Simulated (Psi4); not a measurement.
Geometry relaxation of N2 (part 1 of 3)

N2, SMILES N#N, computed with r2SCAN/6-31G*, RKS (Psi4 1.11).

The geometry comes from this level: PBE0-D4/def2-TZVP.

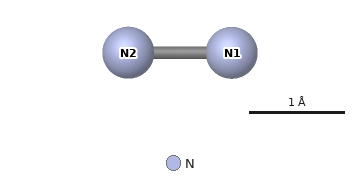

The structure as given in the input (ball-and-stick view, seen on its broad side; atoms are numbered from 1 in the order of the input).

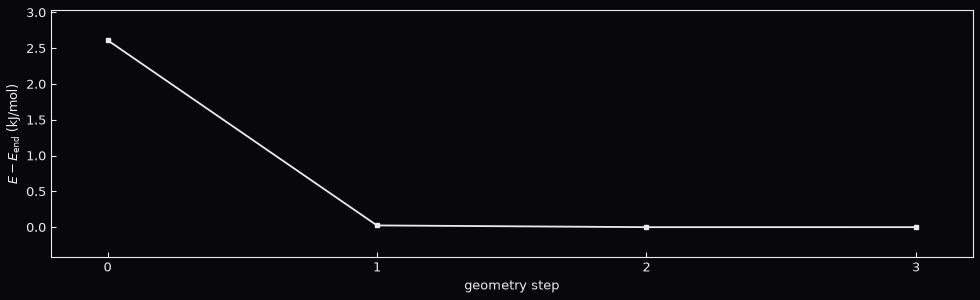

Progress of the relaxation, step by step (steps are counted from 0). The energy falls by 2.61 kJ/mol in 3 geometry steps. The largest force component goes from 2.6 to 0.0011 eV/Å. The largest moves after the best rigid fit, 0.009 Å, are those of N1 and N2. Distances before and after: N1–N2 1.090 → 1.108 Å. (Atoms are counted from 1 in the order of the input.)

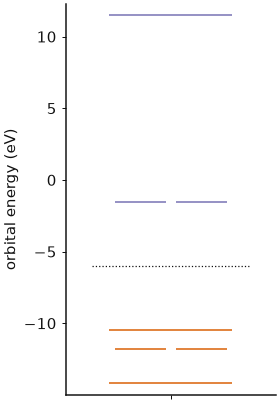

Orbital energies near the frontier; the dotted line parts filled from empty levels, and levels within 0.02 eV of each other stand side by side. Highest filled −10.47 eV, lowest empty −1.55 eV, 8.92 eV apart.

The input and output of the run follow.

Input file (calc.inp)
```
memory 1600 MB

molecule {
  0 1
  N      0.465500    -0.150300     0.239800
  N     -0.465500     0.150300    -0.239800
}

set {
  basis         6-31G*
  scf_type      direct
  geom_maxiter  60
  g_convergence qchem
}

E, wfn = optimize("r2scan", return_wfn=True)
```

Launch command:
```bash
psi4 -n 1 calc.inp calc.out
```

Log
```
Psi4 1.11 release

gradient() will perform analytic gradient computation.

   => Loading Basis Set <=

    Name: 6-31G*
    Role: ORBITAL
    Keyword: BASIS

         ---------------------------------------------------------
                                   SCF
                              RKS Reference
                        1 Threads,   1525 MiB Core
         ---------------------------------------------------------

  ==> Geometry <==

    Molecular point group: d2h
    Full point group: D_inf_h

    Geometry (in Angstrom), charge = 0, multiplicity = 1:

       Center              X                  Y                   Z               Mass
    ------------   -----------------  -----------------  -----------------  -----------------
         N            0.544779202980     0.000000000000     0.000000000000    14.003074004430
         N           -0.544779202980    -0.000000000000     0.000000000000    14.003074004430

  Running in d2h symmetry.

  Rotational constants: A = ************  B =      2.02816  C =      2.02816 [cm^-1]
  Rotational constants: A = ************  B =  60802.68807  C =  60802.68807 [MHz]
  Nuclear repulsion =   23.798341769446314

  Charge       = 0
  Multiplicity = 1
  Electrons    = 14
  Nalpha       = 7
  Nbeta        = 7

  ==> Algorithm <==

  SCF Algorithm Type is DIRECT.
  DIIS enabled.
  MOM disabled.
  Fractional occupation disabled.
  Guess Type is SAD.
  Energy threshold   = 1.00e-08
  Density threshold  = 1.00e-08
  Integral threshold = 1.00e-12

  ==> Primary Basis <==

  Basis Set: 6-31G*
    Blend: 6-31G*
    Number of shells: 12
    Number of basis functions: 30
    Number of Cartesian functions: 30
    Spherical Harmonics?: false
    Max angular momentum: 2

  ==> DFT Potential <==

   => LibXC <=

    Version 7.1.2

   => Composite Functional: R2SCAN <=

    r2SCAN Meta-GGA XC Functional  (0.1021/acs.jpclett.0c02405)

    Deriv               =              1
    GGA                 =           TRUE
    Meta                =           TRUE

    Exchange Hybrid     =          FALSE
    MP2 Hybrid          =          FALSE

   => Exchange Functionals <=

    1.0000   XC_MGGA_X_R2SCAN

   => Correlation Functionals <=

    1.0000   XC_MGGA_C_R2SCAN

   => LibXC Density Thresholds  <==

    XC_MGGA_C_R2SCAN:  1.00E-15
    XC_MGGA_X_R2SCAN:  1.00E-11

   => Molecular Quadrature <=

    Radial Scheme          =       TREUTLER
    Pruning Scheme         =           NONE
    Nuclear Scheme         =       TREUTLER

    Blocking Scheme        =         OCTREE
    BS radius alpha        =              1
    Pruning alpha          =              1
    Radial Points          =             75
    Spherical Points       =            302
    Total Points           =          41864
    Total Blocks           =            378
    Max Points             =            254
    Max Functions          =             30
    Weights Tolerance      =       1.00E-15

   => Loading Basis Set <=

    Name: (6-31G* AUX)
    Role: JKFIT
    Keyword: DF_BASIS_SCF

  Starting with a DF guess...

  ==> Integral Setup <==

  DFHelper Memory: AOs need 0.001 GiB; user supplied 1.028 GiB.
  SCF_SUBTYPE=INCORE selected. In-core MEM_DF algorithm will be used.
  Using in-core AOs.

  ==> MemDFJK: Density-Fitted J/K Matrices <==

    J tasked:                   Yes
    K tasked:                    No
    wK tasked:                   No
    Memory [MiB]:              1052
    Algorithm:                 Core
    Schwarz Cutoff:           1E-12
    Mask sparsity (%):       0.0000
    Fitting Condition:        1E-10

   => Auxiliary Basis Set <=

  Basis Set: (6-31G* AUX)
    Blend: CC-PVDZ-JKFIT
    Number of shells: 48
    Number of basis functions: 162
    Number of Cartesian functions: 162
    Spherical Harmonics?: false
    Max angular momentum: 3

  Cached 100.0% of DFT collocation blocks in 0.090 [GiB].

  Minimum eigenvalue in the overlap matrix is 8.5113250035E-03.
  Reciprocal condition number of the overlap matrix is 2.0785120991E-03.
    Using symmetric orthogonalization.

  ==> Pre-Iterations <==

  SCF Guess: Superposition of Atomic Densities via on-the-fly atomic UHF (no occupation information).

   -------------------------
    Irrep   Nso     Nmo
   -------------------------
     Ag         8       8
     B1g        3       3
     B2g        3       3
     B3g        1       1
     Au         1       1
     B1u        3       3
     B2u        3       3
     B3u        8       8
   -------------------------
    Total      30      30
   -------------------------

  ==> Iterations <==

                           Total Energy        Delta E     RMS |[F,P]|

   @DF-RKS iter SAD:  -109.03638916250530   -1.09036e+02   0.00000e+00
   @DF-RKS iter   1:  -109.42415398840618   -3.87765e-01   2.19684e-02 ADIIS/DIIS
   @DF-RKS iter   2:  -109.44618316160805   -2.20292e-02   1.49312e-02 ADIIS/DIIS
   @DF-RKS iter   3:  -109.46269540203727   -1.65122e-02   7.49438e-04 ADIIS/DIIS
   @DF-RKS iter   4:  -109.46273835098695   -4.29489e-05   5.69152e-05 DIIS
   @DF-RKS iter   5:  -109.46273854979759   -1.98811e-07   4.48804e-06 DIIS
   @DF-RKS iter   6:  -109.46273855120880   -1.41121e-09   5.20103e-08 DIIS
   @DF-RKS iter   7:  -109.46273855120896   -1.56319e-13   4.80968e-09 DIIS

  DF guess converged.

  ==> DirectJK: Integral-Direct J/K Matrices <==

    J tasked:                  Yes
    K tasked:                   No
    wK tasked:                  No
    Integrals threads:           1
    Screening Type:           CSAM
    Screening Cutoff:        1E-12
    Incremental Fock:           No

   @RKS iter   8:  -109.46273133451288   -1.09463e+02   3.92477e-06 DIIS
   @RKS iter   9:  -109.46273133546335   -9.50465e-10   5.34187e-07 DIIS
   @RKS iter  10:  -109.46273133547631   -1.29603e-11   3.21299e-07 DIIS
   @RKS iter  11:  -109.46273133548399   -7.68807e-12   6.54384e-09 DIIS
  Energy and wave function converged.

  ==> Post-Iterations <==

   Electrons on quadrature grid:
      Ntotal   =   14.0000001849 ; deviation = 1.849e-07

    Orbital Energies [Eh]
    ---------------------

    Doubly Occupied:

       1Ag   -14.281874     1B3u  -14.280337     2Ag    -1.093653
       2B3u   -0.516173     1B2u   -0.437931     1B1u   -0.437931
       3Ag    -0.385319

    Virtual:

       1B2g   -0.047925     1B1g   -0.047925     3B3u    0.433230
       4Ag     0.595336     2B1u    0.619690     2B2u    0.619690
       5Ag     0.649525     2B1g    0.781335     2B2g    0.781335
       4B3u    0.798388     5B3u    1.299926     6Ag     1.436644
       1B3g    1.436644     3B1u    1.548517     3B2u    1.548517
       6B3u    1.958944     1Au     1.958944     7Ag     2.453284
       3B1g    2.647174     3B2g    2.647174     7B3u    2.897263
       8Ag     3.362385     8B3u    3.693632

    Final Occupation by Irrep:
             Ag   B1g   B2g   B3g    Au   B1u   B2u   B3u
    DOCC [     3,    0,    0,    0,    0,    1,    1,    2 ]
    NA   [     3,    0,    0,    0,    0,    1,    1,    2 ]
    NB   [     3,    0,    0,    0,    0,    1,    1,    2 ]

  @RKS Final Energy:  -109.46273133548399

   => Energetics <=

    Nuclear Repulsion Energy =             23.7983417694463135
    One-Electron Energy =                -194.7819111813933262
    Two-Electron Energy =                  75.1552866745839196
    DFT Exchange-Correlation Energy =     -13.6344485981209136
    Empirical Dispersion Energy =           0.0000000000000000
    VV10 Nonlocal Energy =                  0.0000000000000000
    Total Energy =                       -109.4627313354839941

Computation Completed

Properties will be evaluated at   0.000000,   0.000000,   0.000000 [a0]

Properties computed using the SCF density matrix

 Multipole Moments:

 ------------------------------------------------------------------------------------
     Multipole            Electronic (a.u.)      Nuclear  (a.u.)        Total (a.u.)
 ------------------------------------------------------------------------------------

 L = 1.  Multiply by 2.5417464519 to convert [e a0] to [Debye]
 Dipole X            :          0.0000000            0.0000000            0.0000000
 Dipole Y            :          0.0000000            0.0000000            0.0000000
 Dipole Z            :          0.0000000            0.0000000            0.0000000
 Magnitude           :                                                    0.0000000

 ------------------------------------------------------------------------------------

	total time  =          2 seconds =       0.03 minutes

         ------------------------------------------------------------
                                   SCF GRAD
         ------------------------------------------------------------

  ==> Geometry <==

    Molecular point group: d2h
    Full point group: D_inf_h

    Geometry (in Angstrom), charge = 0, multiplicity = 1:

       Center              X                  Y                   Z               Mass
    ------------   -----------------  -----------------  -----------------  -----------------
         N            0.544779202980     0.000000000000     0.000000000000    14.003074004430
         N           -0.544779202980    -0.000000000000     0.000000000000    14.003074004430

  Nuclear repulsion =   23.798341769446314

  ==> Basis Set <==

  Basis Set: 6-31G*
    Blend: 6-31G*
    Number of shells: 12
    Number of basis functions: 30
    Number of Cartesian functions: 30
    Spherical Harmonics?: false
    Max angular momentum: 2

  ==> DirectJKGrad: Integral-Direct SCF Gradients <==

    Gradient:                    1
    J tasked:                  Yes
    K tasked:                   No
    wK tasked:                  No
    Integrals threads:           1
    Schwarz Cutoff:          1E-12

   => Molecular Quadrature <=

    Radial Scheme          =       TREUTLER
    Pruning Scheme         =           NONE
    Nuclear Scheme         =       TREUTLER

    Blocking Scheme        =         OCTREE
    BS radius alpha        =              1
    Pruning alpha          =              1
    Radial Points          =             75
    Spherical Points       =            302
    Total Points           =          41864
    Total Blocks           =            378
    Max Points             =            254
    Max Functions          =             30
    Weights Tolerance      =       1.00E-15

  -Total Gradient:
     Atom            X                  Y                   Z
    ------   -----------------  -----------------  -----------------
       1       -0.058924842399    -0.000000000000     0.000000000000
       2        0.058924842399     0.000000000000     0.000000000000

	total time  =          0 seconds =       0.00 minutes

    			-----------------------------------------

    			 OPTKING 3.0: for geometry optimizations

    			        with contributions from

    			-----------------------------------------

	                            ===> Fragment 1 <==

	 Z (Atomic Numbers)          Masses                          Geom
	       7.000000            14.003074          1.02948349  0.00000000  0.00000000
	       7.000000            14.003074         -1.02948349 -0.00000000  0.00000000

	 - Coordinate -           - BOHR/RAD -       - ANG/DEG -
	 R(1,2)           =         2.058967           1.089558

	        --- Internal Coordinate Step in ANG or DEG, aJ/ANG or AJ/DEG ---
	-------------------------------------------------------------------------------
	           Coordinate      Previous         Force          Change          New
	           ----------      --------        ------          ------        ------
	               R(1,2)       1.08956        0.48547        0.01660       1.10616
	-------------------------------------------------------------------------------

	                                 ==> Convergence Check <==

	Measures of convergence in internal coordinates in au.

	Criteria marked as inactive (o), active & met (*), and active & unmet ( ).
```
